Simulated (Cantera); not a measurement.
Charge: 1 mol Fe3O4, 17 mol CO, at 1.60 bar.

Method: chemical equilibrium by Gibbs-energy minimisation in Cantera with the NASA 1993 tables (ideal gas, pure condensed phases). Candidate condensed phases: C, Fe, Fe(CO)5, FeO, Fe2O3, Fe3O4; 15 gas species. Each liquid is taken as pure. Mutual solubility and eutectic melting of coexisting phases are not modelled. The tables' stoichiometric FeO is somewhat more stable than real wüstite, so its field is too wide. FeO: taken at fixed stoichiometry. The numbers say what is thermodynamically allowed, not how fast it happens.

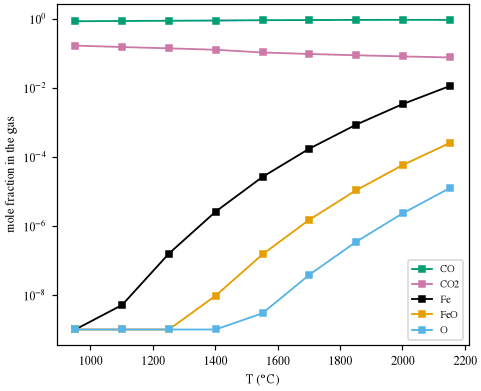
*Equilibrium gas composition (values under 1e-9 drawn at 1e-9)*

From 952 °C to 1252 °C the condensed part is Fe(γ) + FeO(s). At 1402 °C the condensed part is Fe(δ) + FeO(l). From 1552 °C to 2152 °C the condensed part is Fe(l) + FeO(l).
